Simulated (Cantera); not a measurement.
Input: 1 mol MgSO₄, 2.1 mol H₂, held at 727 °C.

Method: chemical equilibrium by Gibbs-energy minimisation in Cantera with the NASA 1993 tables (ideal gas, pure condensed phases). Candidate condensed phases: H₂O, H₂SO₄, Mg, MgO, Mg(OH)₂, MgS, MgSO₄, S; 26 gas species. Gases not in the tables: S₃ to S₇. Kinetics and transport are ignored.

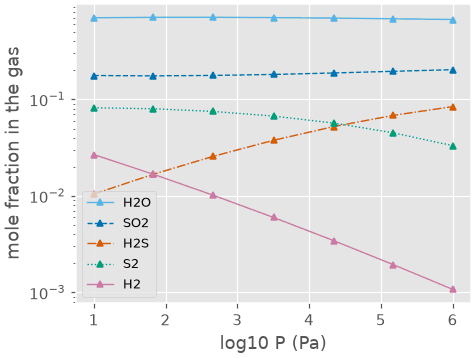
Fig. 1. Equilibrium gas composition (values under 1e-9 drawn at 1e-9)

### Question
Read off the mole fractions at 150000 Pa.

### Answer
H₂O about 0.69, SO₂ about 0.20, H₂S about 0.068, S₂ about 0.045, H₂ about 0.0019.
